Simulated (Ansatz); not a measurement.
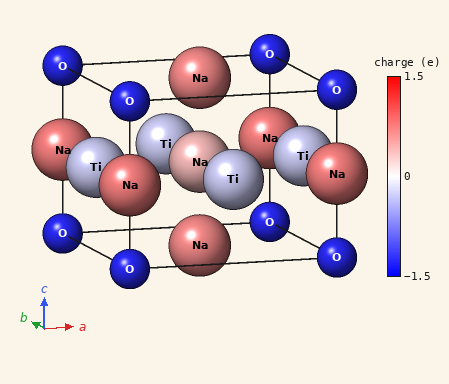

A spheres-only picture of a crystal structure, seen slightly off an axis. The outline marks the simulation cell. The atoms of this Na3Ti2O cell are coloured by their Bader charge.

Method: DFT PBE, scalar-relativistic, plane waves, PAW (Ansatz); 420 eV cutoff, Brillouin-zone sampling on a 6×6×8 mesh, Gaussian smearing of 0.1 eV, collinear spins. The state is ferromagnetic.

Which atoms are positive and which negative?

Most positive: Na; most negative: O. Charges: about Na +0.4 to +0.7 e; Ti -0.3 e; O -1.2 e.

It goes back to a random cell made by a generator, so it need not be a real form of the compound. Earlier steps of the study may have refined or changed the cell and positions. Ansatz was used for an electronic-structure calculation on it.
